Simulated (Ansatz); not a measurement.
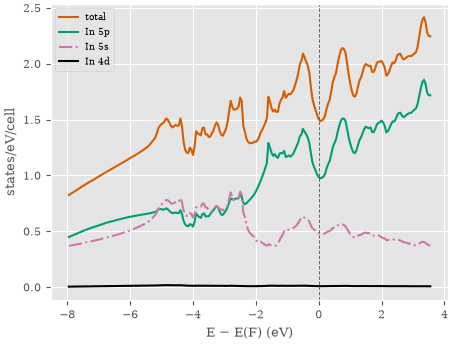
Fig. 1. Total and projected density of states of In (dhcp (α-La type), space group No. 194), plane-wave PAW r²SCAN+D4 (Ansatz code)

**Question.** Which orbitals carry the states next to the Fermi level?

**Answer.** Within 0.5 eV of the Fermi level: In 5p 67 %, In 5s 31 %. Projections are on Löwdin-orthogonalised atomic valence shells; empty p or d shells of many metals are not among them.

**Question.** Where is the tallest occupied peak in this window, and what makes it?

**Answer.** Near -0.5 eV, about 2.1 states/eV per cell; the largest projected share is In 5p.

Space group P6_3/mmc (dhcp (α-La type)). The first step of the workflow began from a Materials Project structure, measured or hypothetical; the Crystallography Open Database copy checked does not list it. It is not the phase usual at ambient conditions (space group No. 139). The cell was relaxed with r²SCAN+D4 under the symmetry of its start; whether a distortion lowers the energy is not shown. The pairwise dispersion correction was not fitted to metals. Spin–orbit coupling is left out wherever it is not named.

Potentials: the later of the program's two PAW sets.
